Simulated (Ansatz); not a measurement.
Take MoTe2 (space group P6_3/mmc, No. 194; a = 3.4966 Å, c = 13.6959 Å; layered, stacked along the Cartesian z axis) as the base.

Structures relaxed with Kohn–Sham DFT with the PBE-D3(BJ) functional, run in Ansatz (an electronic-structure program) with PAW and 420 eV plane waves, no SOC.

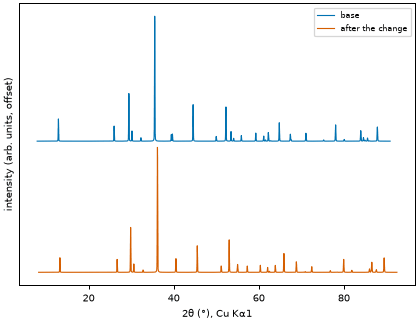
Figure. Simulated powder patterns before (top) and after one change

Question: Name the change that was made.
A) pressure −2 GPa
B) pressure 3 GPa
C) pressure 0.7 GPa
D) pressure 5 GPa

Answer: B, pressure 3 GPa. Its volume per atom is 22.92 Å³ against 24.17 Å³, and its space group is P6_3/mmc (No. 194).

Load acts through the strain it causes; cell and atoms are relaxed under it. Whether these cells are dynamically stable was not tested. No other phases were tried under pressure. The program warned that a D3 coordination switch lies within reach, so dispersion energies are less smooth here.
